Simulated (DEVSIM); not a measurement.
Device: abrupt Si p-n junction, at 300 K.

```
layer (left to right)  material  thickness (μm)  Nd (cm⁻³)  Na (cm⁻³)  τn (s)  τp (s)
---------------------  --------  --------------  ---------  ---------  ------  ------
1                            Si           0.520          -     1.5e15    2e-7    2e-7
2                            Si           0.620     2.1e18          -    2e-7    2e-7
```

Left contact: ohmic. Right contact: ohmic. Voltage is applied to the left contact. Recombination: SRH at mid-gap, radiative. Mobility is μmin + (μ − μmin)/(1 + (N/Nref)^α).

Constants are typed, rounded textbook-type inputs, not results; the design itself was drawn at random and stands for no fabricated device. Values at 300 K.

```
parameter           Si
-------------  -------
gap (eV)         1.124
affinity (eV)     4.05
permittivity      11.7
Nc (cm⁻³)      2.86e19
Nv (cm⁻³)       3.1e19
μn (cm²/Vs)       1417
μp (cm²/Vs)        470
μn,min              52
μp,min              45
Nref,n          9.7e16
Nref,p          2.2e17
αn                0.68
αp                0.72
B (cm³/s)      4.7e-15
```

DEVSIM, 1D drift-diffusion, Boltzmann statistics, complete ionisation; no tunnelling, impact ionisation, image-force lowering or self-heating.

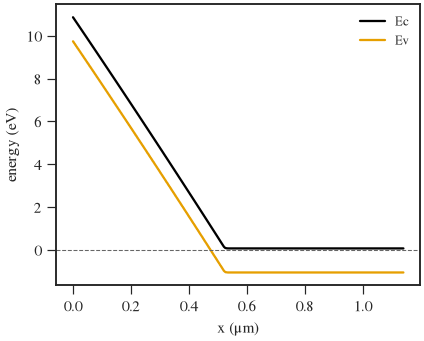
Fig. 1. Band edges at -10.0 V on the left contact

Energies count from the Fermi level of the right contact; mesh points crowd at the junctions.

```json
[
 {"x (μm)": "0.000", "Ec (eV)": "10.867", "Ev (eV)": "9.743", "n (cm⁻³)": "77000", "p (cm⁻³)": "1.5e15", "field (V/cm)": "-200000"},
 {"x (μm)": "0.01483", "Ec (eV)": "10.571", "Ev (eV)": "9.447", "n (cm⁻³)": "77000", "p (cm⁻³)": "1.6e10", "field (V/cm)": "-200000"},
 {"x (μm)": "0.03559", "Ec (eV)": "10.154", "Ev (eV)": "9.030", "n (cm⁻³)": "77000", "p (cm⁻³)": "15000", "field (V/cm)": "-200000"},
 {"x (μm)": "0.07029", "Ec (eV)": "9.456", "Ev (eV)": "8.332", "n (cm⁻³)": "77000", "p (cm⁻³)": "13000", "field (V/cm)": "-200000"},
 {"x (μm)": "0.1421", "Ec (eV)": "8.004", "Ev (eV)": "6.880", "n (cm⁻³)": "78000", "p (cm⁻³)": "11000", "field (V/cm)": "-200000"},
 {"x (μm)": "0.2362", "Ec (eV)": "6.081", "Ev (eV)": "4.957", "n (cm⁻³)": "78000", "p (cm⁻³)": "7700", "field (V/cm)": "-210000"},
 {"x (μm)": "0.3334", "Ec (eV)": "4.074", "Ev (eV)": "2.950", "n (cm⁻³)": "78000", "p (cm⁻³)": "4900", "field (V/cm)": "-210000"},
 {"x (μm)": "0.4285", "Ec (eV)": "2.087", "Ev (eV)": "0.963", "n (cm⁻³)": "78000", "p (cm⁻³)": "2100", "field (V/cm)": "-210000"},
 {"x (μm)": "0.4680", "Ec (eV)": "1.258", "Ev (eV)": "0.134", "n (cm⁻³)": "78000", "p (cm⁻³)": "990", "field (V/cm)": "-210000"},
 {"x (μm)": "0.4961", "Ec (eV)": "0.664", "Ev (eV)": "-0.460", "n (cm⁻³)": "2.0e8", "p (cm⁻³)": "200", "field (V/cm)": "-210000"},
 {"x (μm)": "0.5130", "Ec (eV)": "0.308", "Ev (eV)": "-0.816", "n (cm⁻³)": "1.9e14", "p (cm⁻³)": "< 1e2", "field (V/cm)": "-210000"},
 {"x (μm)": "0.5305", "Ec (eV)": "0.071", "Ev (eV)": "-1.053", "n (cm⁻³)": "1.8e18", "p (cm⁻³)": "< 1e2", "field (V/cm)": "-14000"},
 {"x (μm)": "0.5493", "Ec (eV)": "0.068", "Ev (eV)": "-1.056", "n (cm⁻³)": "2.1e18", "p (cm⁻³)": "< 1e2", "field (V/cm)": "-21"},
 {"x (μm)": "0.5808", "Ec (eV)": "0.068", "Ev (eV)": "-1.056", "n (cm⁻³)": "2.1e18", "p (cm⁻³)": "< 1e2", "field (V/cm)": "≈ 0"},
 {"x (μm)": "0.6467", "Ec (eV)": "0.068", "Ev (eV)": "-1.056", "n (cm⁻³)": "2.1e18", "p (cm⁻³)": "< 1e2", "field (V/cm)": "≈ 0"},
 {"x (μm)": "0.7337", "Ec (eV)": "0.068", "Ev (eV)": "-1.056", "n (cm⁻³)": "2.1e18", "p (cm⁻³)": "< 1e2", "field (V/cm)": "≈ 0"},
 {"x (μm)": "0.8543", "Ec (eV)": "0.068", "Ev (eV)": "-1.056", "n (cm⁻³)": "2.1e18", "p (cm⁻³)": "< 1e2", "field (V/cm)": "≈ 0"},
 {"x (μm)": "0.9675", "Ec (eV)": "0.068", "Ev (eV)": "-1.056", "n (cm⁻³)": "2.1e18", "p (cm⁻³)": "< 1e2", "field (V/cm)": "≈ 0"},
 {"x (μm)": "1.053", "Ec (eV)": "0.068", "Ev (eV)": "-1.056", "n (cm⁻³)": "2.1e18", "p (cm⁻³)": "< 1e2", "field (V/cm)": "≈ 0"},
 {"x (μm)": "1.094", "Ec (eV)": "0.068", "Ev (eV)": "-1.056", "n (cm⁻³)": "2.1e18", "p (cm⁻³)": "< 1e2", "field (V/cm)": "≈ 0"},
 {"x (μm)": "1.120", "Ec (eV)": "0.068", "Ev (eV)": "-1.056", "n (cm⁻³)": "2.1e18", "p (cm⁻³)": "< 1e2", "field (V/cm)": "≈ 0"},
 {"x (μm)": "1.140", "Ec (eV)": "0.068", "Ev (eV)": "-1.056", "n (cm⁻³)": "2.1e18", "p (cm⁻³)": "< 1e2", "field (V/cm)": "≈ 0"}
]
```
